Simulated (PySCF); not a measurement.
**SiHCl2OF (SMILES O[Si](F)(Cl)Cl): MP2/ccECP-cc-pVDZ (core potential)**

What is the vertical singlet–triplet gap of SiHCl2OF at MP2/ccECP-cc-pVDZ (core potential)? The job is set up through a Python script.

Program for the calculation: PySCF 2.14.0.

## Step 1: Starting point

SiHCl2OF: 6 atoms, total charge 0, spin state singlet. SMILES: `O[Si](F)(Cl)Cl`. The shape is that of a PBE0-D4/def2-TZVP optimisation. This is one conformer, not always the lowest.

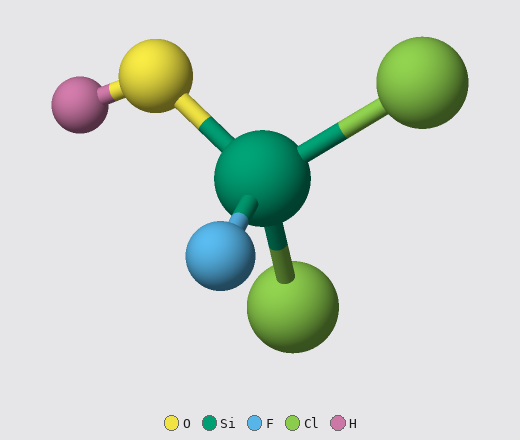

The structure, seen from a chosen angle (oxygen yellow, silicon teal, fluorine blue, chlorine green, hydrogen pink).

## Step 2: A single-point energy at MP2/ccECP-cc-pVDZ (core potential)

run.py reads:

```python
from pyscf import gto, mp

mol = gto.Mole()
mol.atom = '''
O       -0.507700       0.453700       1.122500
Si       0.219500       0.013400      -0.247400
F        1.583200      -0.726700       0.044400
Cl      -0.921300      -1.272900      -1.319600
Cl       0.618000       1.683900      -1.294500
H       -0.949600      -0.215500       1.648500
'''
mol.spin = 0
mol.ecp = {'O': 'ccecp', 'Si': 'ccecp', 'F': 'ccecp', 'Cl': 'ccecp', 'H': 'ccecp'}
mol.charge = 0
mol.max_memory = 1860
mol.basis = 'ccecp-cc-pvdz'
mol.verbose = 3
mol.build()

mf = mol.RHF()
mf.conv_tol = 1e-10
mf.kernel()
if not mf.converged:
    mf = mf.newton().run(mf.mo_coeff, mf.mo_occ)

pt = mp.MP2(mf).run()
e_final = pt.e_tot
print('Final energy', e_final)
```

Command:

```bash
$ OMP_NUM_THREADS=1 python run.py
```

What it wrote:

```text
converged SCF energy = -73.7452248657161
E(RMP2) = -74.4490712951647  E_corr = -0.703846429448631
E(SCS-RMP2) = -74.4243961173033  E_corr = -0.679171251587207
Final energy -74.44907129516471
```

It took 5.7 s on 1 thread of Arm Neoverse V1, shared host; peak memory 0.16 GiB.

## Step 3: The triplet, same level

mol.xyz reads:

```xyz
6

O     -0.507700     0.453700     1.122500
Si     0.219500     0.013400    -0.247400
F      1.583200    -0.726700     0.044400
Cl    -0.921300    -1.272900    -1.319600
Cl     0.618000     1.683900    -1.294500
H     -0.949600    -0.215500     1.648500
```

input.py reads:

```python
from pyscf import gto, scf, mp

mol = gto.Mole()
mol.atom = 'mol.xyz'
mol.basis = 'ccecp-cc-pvdz'
mol.charge = 0
mol.spin = 2
mol.max_memory = 1860
mol.verbose = 3
mol.ecp = {'O': 'ccecp', 'Si': 'ccecp', 'F': 'ccecp', 'Cl': 'ccecp', 'H': 'ccecp'}
mol.build()

calc0 = scf.UHF(mol)
calc0.conv_tol = 1e-10
calc0.kernel()
if not calc0.converged:
    calc0 = calc0.newton().run(calc0.mo_coeff, calc0.mo_occ)

pt = mp.MP2(calc0).run()
etot = pt.e_tot
print('Final energy', etot)
```

Command:

```bash
$ OMP_NUM_THREADS=1 python input.py
```

What it wrote:

```text
WARN: HOMO 0.0571649024323566 >= LUMO -0.440982964999652

WARN: HOMO -0.104188577139958 >= LUMO -0.264105847683018

WARN: HOMO -0.103751048608212 >= LUMO -0.213278078359141

WARN: HOMO -0.11301024006141 >= LUMO -0.187619628069789

WARN: HOMO -0.123862199457793 >= LUMO -0.178991023279663

WARN: HOMO -0.137804109059645 >= LUMO -0.168558018697138

WARN: HOMO -0.143836126476033 >= LUMO -0.16375672291335

WARN: HOMO -0.143187704858941 >= LUMO -0.163147064639757

WARN: HOMO -0.147258519637172 >= LUMO -0.160353574070502

WARN: HOMO -0.143753914293944 >= LUMO -0.161821651551918

WARN: HOMO -0.144186587356876 >= LUMO -0.161610715129096

WARN: HOMO -0.145110619868084 >= LUMO -0.161205792986637

WARN: HOMO -0.145072166059711 >= LUMO -0.161049636127603

WARN: HOMO -0.14529714650324 >= LUMO -0.161001351869671

WARN: HOMO -0.145143396758995 >= LUMO -0.161005976232439

WARN: HOMO -0.145155711297347 >= LUMO -0.16096786699685

WARN: HOMO -0.145132509222412 >= LUMO -0.160989888186831

WARN: HOMO -0.145122258017189 >= LUMO -0.160975525526571

WARN: HOMO -0.145104722110435 >= LUMO -0.160996732990206

WARN: HOMO -0.145100385732599 >= LUMO -0.160998276506262

WARN: HOMO -0.145090041723099 >= LUMO -0.161012880742678

WARN: HOMO -0.145094375375222 >= LUMO -0.161019965095225

WARN: HOMO -0.145098034997172 >= LUMO -0.161014425443211

WARN: HOMO -0.145097425390167 >= LUMO -0.161011300476332

WARN: HOMO -0.145100933337746 >= LUMO -0.161009244348366

WARN: HOMO -0.145099906293339 >= LUMO -0.161007205975629

WARN: HOMO -0.145101199116307 >= LUMO -0.161007155767105

WARN: HOMO -0.145102535062049 >= LUMO -0.161006382930175

WARN: HOMO -0.145101761229793 >= LUMO -0.161005851602299

WARN: HOMO -0.145102256827016 >= LUMO -0.161005959919168

WARN: HOMO -0.145101722490971 >= LUMO -0.161005833942597

WARN: HOMO -0.145101552927474 >= LUMO -0.16100624195956

WARN: HOMO -0.1451015216886 >= LUMO -0.161006471069097

WARN: HOMO -0.145101250512607 >= LUMO -0.161006501720126

WARN: HOMO -0.145101365317448 >= LUMO -0.161006532139554

converged SCF energy = -73.4014420977871  <S^2> = 2.0202088  2S+1 = 3.0134424
E(UMP2) = -74.111497945783  E_corr = -0.710055847995855
E(SCS-UMP2) = -74.0850871734394  E_corr = -0.683645075652289
Final energy -74.11149794578296
```

It took 6.9 s on 1 thread of Arm Neoverse V1, shared host; peak memory 0.17 GiB.

## Step 4: Summary of results

Level: MP2/ccECP-cc-pVDZ (core potential).

```
                                                           quantity         value
                                              singlet: total energy  -74.44907 Eh
                      singlet: dipole moment (Hartree–Fock density)        1.99 D
                       singlet: HOMO energy (Hartree–Fock orbitals)     -13.14 eV
                       singlet: LUMO energy (Hartree–Fock orbitals)       4.25 eV
                     singlet: HOMO–LUMO gap (Hartree–Fock orbitals)      17.39 eV
                                        singlet: correlation energy    -703.8 mEh
                                              triplet: total energy  -74.11150 Eh
                      triplet: dipole moment (Hartree–Fock density)        1.93 D
triplet: HOMO energy (Hartree–Fock orbitals) (highest over α and β)      -3.95 eV
                                        triplet: correlation energy    -710.1 mEh
                         triplet: ⟨S²⟩ of the reference determinant         2.020
                   vertical energy of the triplet above the singlet      9.186 eV
```

At this shape the triplet lies 9.19 eV (212 kcal/mol) above the singlet. Mulliken charges (singlet) of the mean-field density run from -0.45 on O1 to +1.07 on Si2. Mulliken charges (triplet) of the mean-field density run from -0.48 on O1 to +0.74 on Si2.
